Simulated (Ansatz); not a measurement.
## Electronic structure of Al$_{2}$H$_{5}$NO$_{4}$···H$_{3}$O (doublet) in real space

Input

```
crystal:
  periodic: [false, false, false]
  atoms:
    - {symbol: Al, position_ang: [-0.995766, 0.413956, 0.896280]}
    - {symbol: O, position_ang: [-0.789765, -0.419096, -0.671159]}
    - {symbol: Al, position_ang: [0.166287, 0.833839, -1.469857]}
    - {symbol: O, position_ang: [-0.275950, 1.783319, -2.803028]}
    - {symbol: O, position_ang: [1.792684, 0.250479, -1.428790]}
    - {symbol: O, position_ang: [-2.505388, 0.646954, 1.641423]}
    - {symbol: H, position_ang: [0.794707, -1.414763, 1.022103]}
    - {symbol: N, position_ang: [0.250644, -0.413651, 2.022329]}
    - {symbol: H, position_ang: [0.042326, -1.353176, -0.398285]}
    - {symbol: O, position_ang: [0.924838, -1.934641, 0.081830]}
    - {symbol: H, position_ang: [-1.128843, 2.199602, -2.904674]}
    - {symbol: H, position_ang: [2.473008, 0.647802, -1.970691]}
    - {symbol: H, position_ang: [-3.298275, 0.897929, 1.172655]}
    - {symbol: H, position_ang: [1.021103, 0.175868, 2.315649]}
    - {symbol: H, position_ang: [-0.139719, -0.819978, 2.866155]}
    - {symbol: H, position_ang: [1.667908, -1.494441, -0.371940]}
basis:
  gaussian: {orbitals: def2-TZVPP}
magnetization: {spin_polarized: true, initial_magnetization: 1}
hamiltonian: {xc: pbe0, dispersion: d4}
output: {orbitals: {seedname: orbitals}}
```

Launched as:

```sh
ansatz run in.yaml --threads 4 --pin off --events-out ev --progress --plain --max-ram 46080MiB --backend cuda --devices 0, --max-vram 37GiB
```

A transition-state structure; geometry: PBE0-D4/def2-TZVP.

Method: UKS PBE0-D4/def2-TZVPP (Ansatz).

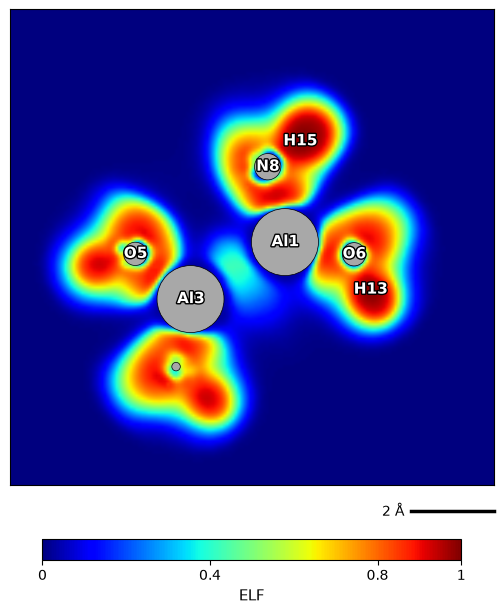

Figure 1. Electron localisation function on the plane of atoms O6, Al1 and N8. Grey discs cover the atomic cores.

**Read the bonding off the picture.**

The section cuts through Al, O, N and H sites.
Al–O (1.70 Å): the ELF peaks at about 0.90 in the valence shell of O, 0.6 Å from its nucleus, and is about 0.40 at the midpoint.
Al–N (1.87 Å): the ELF peaks at about 0.95 between the atoms, as expected for a polar covalent bond.
O–H (0.95 Å): the ELF climbs to about 1 towards the hydrogen, as it does in any bond to H (a covalent bond by its length).
N–H (1.01 Å): the ELF climbs to about 1 towards the hydrogen (a covalent bond by its length).
The ELF also peaks beside O4 and O6, away from the bonds: non-bonding electrons, paired or unpaired.

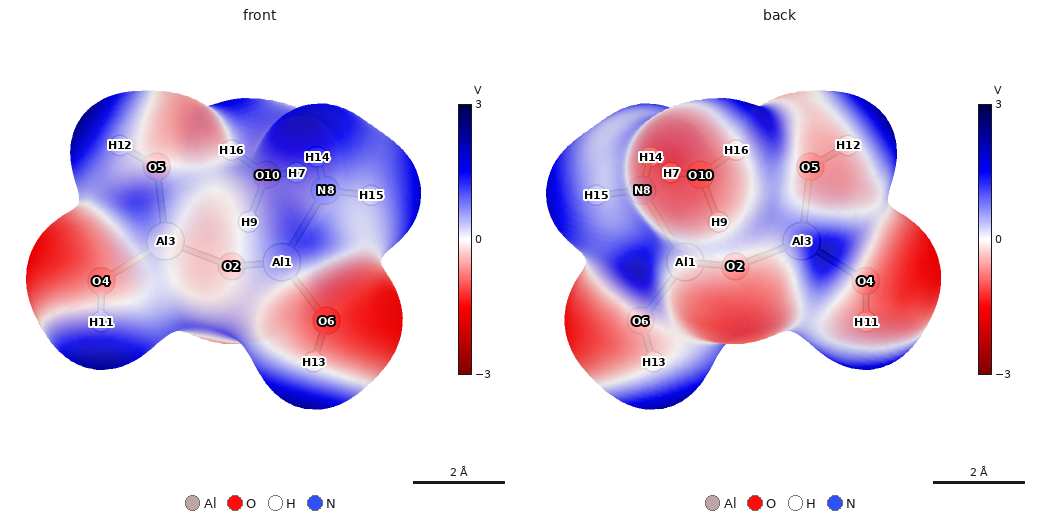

Figure 2. The electrostatic potential painted on the density surface at 0.002 e/bohr³, seen from the front and from behind; red is negative and blue positive.

**Describe the electrostatic potential map.**

The most negative region (about −1.6 V, or −37 kcal/mol for a unit charge) lies over O4 and O6, the most positive (about +2.3 V, or +53 kcal/mol for a unit charge) over H11, H12 and H13.

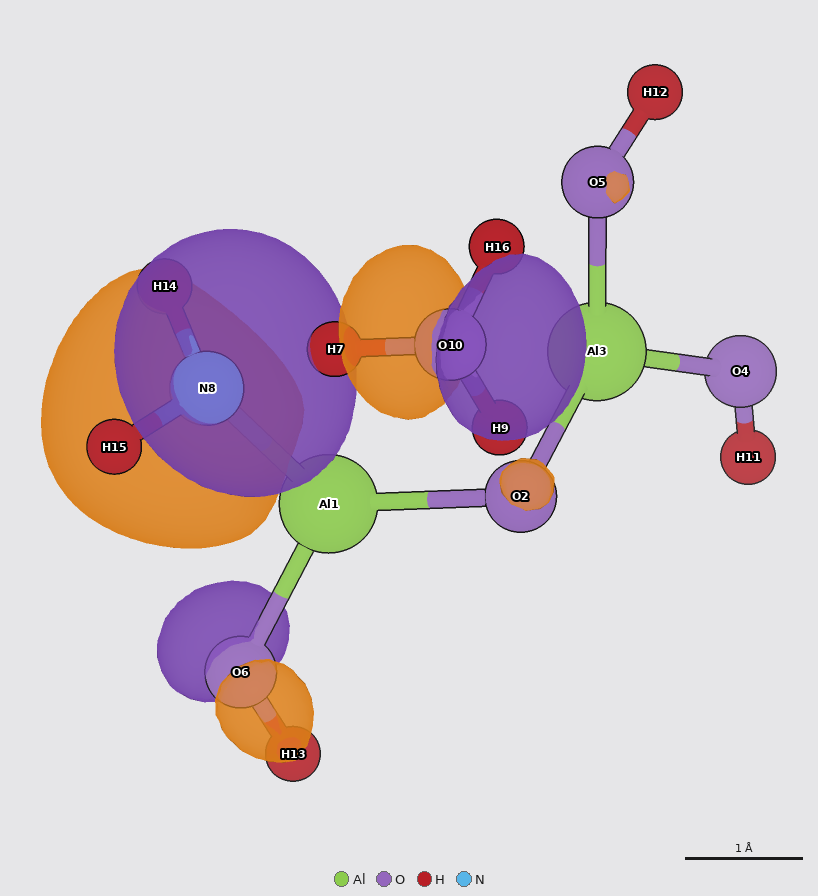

Figure 3. The HOMO−1 (α) at ±0.1 Å⁻³ᐟ² (orange and purple are the two phases), seen at an oblique angle.

**What is the character of this orbital?**

It lies mainly on N8 (about 55 %) and O10 (about 15 %). Its energy is −8.44 eV.
